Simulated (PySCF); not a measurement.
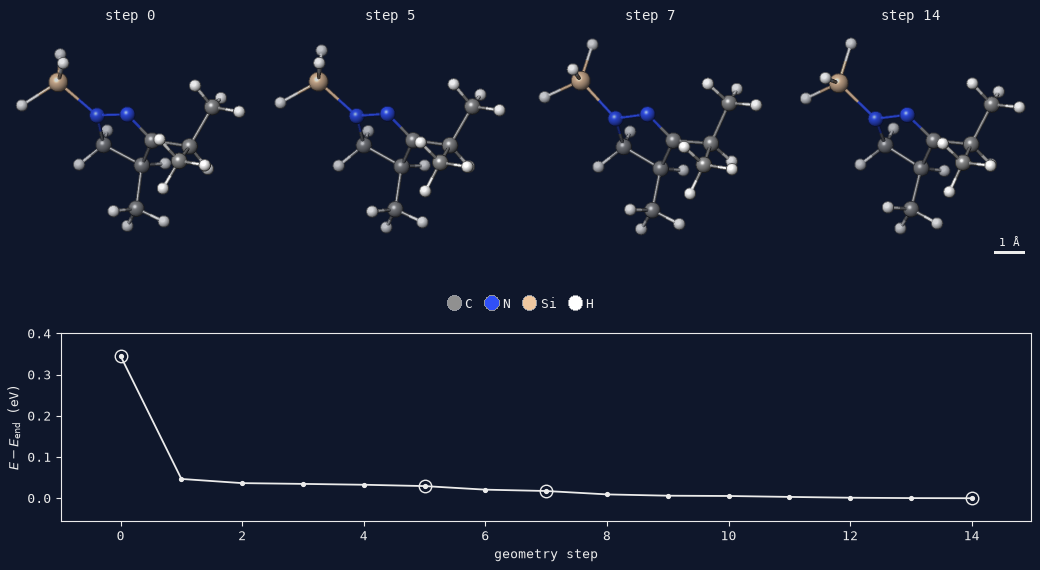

Frames of a relaxation of C$_{7}$H$_{16}$N$_{2}$Si, marked on the history of the run. A ball-and-stick model, seen at a tilt.

The start comes from GFN2-xTB. Its atoms were then displaced at random by about 0.01 Å.

Level of theory: PBE0-D3(BJ)/def2-SVP geometry optimisation, gas phase (PySCF). 

**Describe the path.**

Over 14 geometry steps the energy falls by 0.345 eV. The largest moves after the best rigid fit, 0.79 Å, are those of H atoms. By element the largest moves are H 0.79 Å, C 0.27 Å, N 0.13 Å, Si 0.04 Å. Some distances before and after: C–H 1.046 → 1.100 Å, C–H 1.066 → 1.102 Å, H–Si 1.468 → 1.499 Å, C–C 1.488 → 1.519 Å. Among the angles between lasting bonds that change: N–Si–H 103.4° → 109.8°, N–N–Si 122.4° → 118.0°, H–Si–H 113.0° → 108.6°. Groups turn about N–Si by about 30°. From step 0 to 5: an H atom moves most (0.18 Å), energy −0.316 eV. From step 5 to 7: H atoms move most (0.50 Å), energy −0.012 eV. From step 7 to 14: an H atom moves most (0.39 Å), energy −0.018 eV.
